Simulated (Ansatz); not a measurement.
# C2H3Si− (SMILES [CH-]=[Si]=C): functionals against CCSD(T) at one geometry

A test off equilibrium: a structure displaced at random from a GFN2-xTB minimum is computed at several levels, and each is set against CCSD(T).

Method: single points in def2-TZVPPD; program: Ansatz 0.2.0, Gaussian basis.

Cores are frozen in the correlated methods.

**1. Starting geometry**

SMILES `[CH-]=[Si]=C`, 6 atoms, charge -1, spin multiplicity 1.

Atoms are counted from 1 here; the program's logs count them from 0.

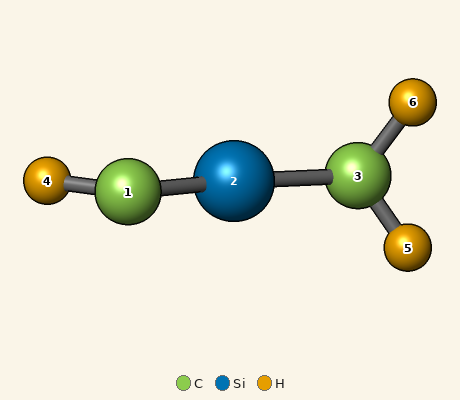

Start geometry, drawn with carbon green, silicon blue, hydrogen amber; atoms are numbered from 1 in the order of the file.

Geometry (Å):

```csv
atom,x (Å),y (Å),z (Å)
C1,-1.5600,-1.0920,-0.7372
Si2,-0.3319,-0.1426,-0.1938
C3,1.0909,0.6668,0.4564
H4,-2.3597,-0.5389,-1.3262
H5,2.0726,0.4029,0.0767
H6,1.1401,0.7080,1.6203
```

**2. CCSD(T)/def2-TZVPPD**

Input file run/in.yaml:

```yaml
crystal:
  periodic: [false, false, false]
  atoms:
    - {symbol: C, position_ang: [-1.560000, -1.092000, -0.737200]}
    - {symbol: Si, position_ang: [-0.331900, -0.142600, -0.193800]}
    - {symbol: C, position_ang: [1.090900, 0.666800, 0.456400]}
    - {symbol: H, position_ang: [-2.359700, -0.538900, -1.326200]}
    - {symbol: H, position_ang: [2.072600, 0.402900, 0.076700]}
    - {symbol: H, position_ang: [1.140100, 0.708000, 1.620300]}
basis:
  gaussian: {orbitals: "def2-TZVPPD.json"}
total_charge: -1
correlation: {method: ccsd_t}
output: {forces: true}
```

The basis file named in the input lies beside it (Basis Set Exchange, JSON).

The command line of these runs was not kept.

**3. PBE0-D4/def2-TZVPPD**

Changes to run/in.yaml since step 2:

```diff
@@ -12,3 +12,3 @@
 total_charge: -1
-correlation: {method: ccsd_t}
-output: {forces: true}
+hamiltonian: {xc: pbe0, dispersion: d4}
+output: {forces: true, orbitals: {seedname: orbitals}}
```

**4. wB97M-V/def2-TZVPPD**

Changes to run/in.yaml since step 3:

```diff
@@ -12,3 +12,3 @@
 total_charge: -1
-hamiltonian: {xc: pbe0, dispersion: d4}
-output: {forces: true, orbitals: {seedname: orbitals}}
+hamiltonian: {xc: {name: wB97M-V}}
+output: {forces: true}
```

**5. r2SCAN-D4/def2-TZVPPD**

Changes to run/in.yaml since step 4:

```diff
@@ -12,3 +12,3 @@
 total_charge: -1
-hamiltonian: {xc: {name: wB97M-V}}
+hamiltonian: {xc: r2scan, dispersion: d4}
 output: {forces: true}
```

**6. PBE-D4/def2-TZVPPD**

Changes to run/in.yaml since step 5:

```diff
@@ -12,3 +12,3 @@
 total_charge: -1
-hamiltonian: {xc: r2scan, dispersion: d4}
+hamiltonian: {xc: pbe, dispersion: d4}
 output: {forces: true}
```

**7. BLYP-D4/def2-TZVPPD**

Changes to run/in.yaml since step 6:

```diff
@@ -12,3 +12,3 @@
 total_charge: -1
-hamiltonian: {xc: pbe, dispersion: d4}
+hamiltonian: {xc: {name: BLYP}, dispersion: d4}
 output: {forces: true}
```

**8. LC-wPBE/def2-TZVPPD**

Changes to run/in.yaml since step 7:

```diff
@@ -12,3 +12,3 @@
 total_charge: -1
-hamiltonian: {xc: {name: BLYP}, dispersion: d4}
+hamiltonian: {xc: {name: LC-wPBE}}
 output: {forces: true}
```

(Steps that only read results are left out.)

Before running it: what results should come out? Wanted: RMS force component; RMS force error; HOMO and LUMO, PBE0-D4; T1 diagnostic.

As calculated:

| quantity | value |
| --- | --- |
| RMS force component | 0.973 to 1.111 eV/Å over the methods |
| RMS force error | PBE0-D4 0.206, wB97M-V 0.294, r2SCAN-D4 0.141, PBE-D4 0.148, BLYP-D4 0.118, LC-wPBE 0.454 eV/Å |
| HOMO and LUMO, PBE0-D4 | -0.76 and 3.42 eV |
| T1 diagnostic | 0.022 |

What this shows: On forces the order runs from BLYP-D4 to LC-wPBE. Frozen-core CCSD(T) forces in triple zeta carry basis errors of their own, and this is one geometry, so small gaps rank nothing. The restricted Hartree–Fock reference is unstable towards an unrestricted one at one or more of these structures.
